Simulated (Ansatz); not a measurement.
Partial pair distribution functions of a relaxed model of amorphous Hf₂₀Si₂₀O₆₂N₁₂, broadened by 0.06 Å; density 5.85 g/cm³. Computed with PBE, scalar-relativistic without spin-orbit coupling (plane waves to 420 eV, PAW; Ansatz, a quantum-chemistry and plane-wave program).

It comes from a melt-quench run on a machine-learned potential (CHGNet), relaxed afterwards by DFT. O and N atoms were pushed apart under 1.9 Å during the dynamics, to hinder bonds among them. The hot cell started wider than the set density and was brought back towards it in steps. It is the lowest in DFT energy of 4 quenches. It is a model cell: composition and starting density were chosen by hand, and all elements were melted together. No dispersion term was used. Its density started from a set value of 5.95 and ended at 5.85 g/cm³. Cooling (nominally 600 K/ps over its main leg) ran many orders faster than in experiment, which tends to leave more defects and strain. One small periodic cell is one sample of the glass; other quenches scatter about these values. Volume and shape were free in the relaxation.

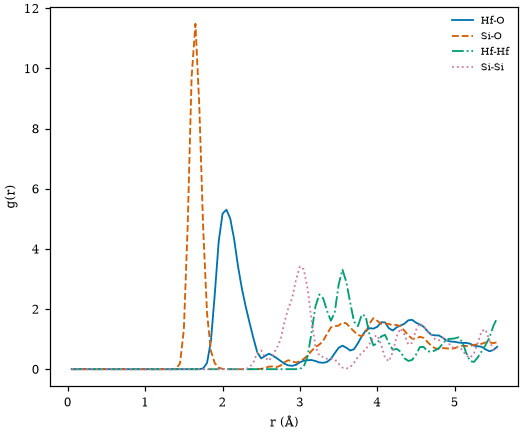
Fig. 1. Partial pair distribution functions

Highest peaks under 4.5 Å: Hf-O near 2.05 Å, Si-O near 1.65 Å, Hf-Hf near 3.55 Å, Si-Si near 3.00 Å; pairs of few atoms are noisy.

Within 2.84 Å each Hf has 4.95 O neighbours on average.
